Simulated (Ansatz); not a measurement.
# Ni2P (space group P-62m), energy against volume

Ni2P (space group P-62m)

```xyz
9
Lattice="5.8048 0.0000 0.0000 -2.9024 5.0271 0.0000 0.0000 0.0000 3.3184" Properties=species:S:1:pos:R:3 pbc="T T T"
Ni     3.4848     0.0000     1.6592
Ni     1.1600     2.0092     1.6592
Ni    -1.7424     3.0179     1.6592
Ni     2.1495     3.7230     0.0000
Ni    -0.7529     1.3040     0.0000
Ni     1.5058     0.0000     0.0000
P      0.0000     3.3514     0.0000
P      2.9024     1.6757     0.0000
P      0.0000     0.0000     1.6592
```

Equation-of-state scan: isotropic scaling of the cell above, V₀ being its volume. The atoms relax within the cell's symmetry.

Computed with PBEsol (plane waves to 420 eV, PAW, scalar-relativistic; Ansatz, an electronic-structure program). k mesh 9×9×14 (Γ-centred), Fermi-Dirac smearing 0.05 eV. E stands for the smeared free energy. Compression counts positive. With the shape held, the modulus is that of even scaling; a crystal free to change shape is softer. Ni2P is run without spin polarisation. Ni2P was relaxed with its symmetry unable to fall. ΔE is measured from the relaxed starting cell.

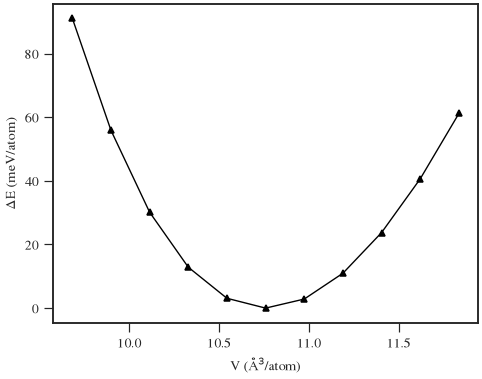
*ΔE (meV/atom) against V (Å³/atom); one marker a computed point.*

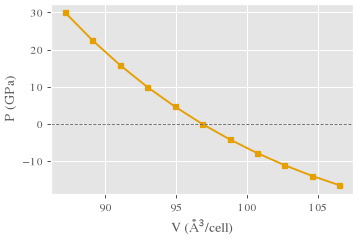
Figure: P (GPa) against V (Å³/cell); one marker a computed point.

The energy cost of the largest expansion is 61 meV/atom and the energy cost of the largest compression comes out as 91 meV/atom. The pressure for 5 % compression (fit) comes out as 12.8 GPa and the pressure at the smallest volume is 30.1 GPa. The equilibrium volume of the fit is 10.76 Å³/atom.

P = (3B₀/2)(x⁷ − x⁵)[1 + ¾(B₀′ − 4)(x² − 1)] with x = (1/0.95)^(1/3), B₀ = 220 GPa and B₀′ = 4.94.

(A scan under strain: stresses follow from slopes of the energy per volume, elastic moduli from its curvatures.)
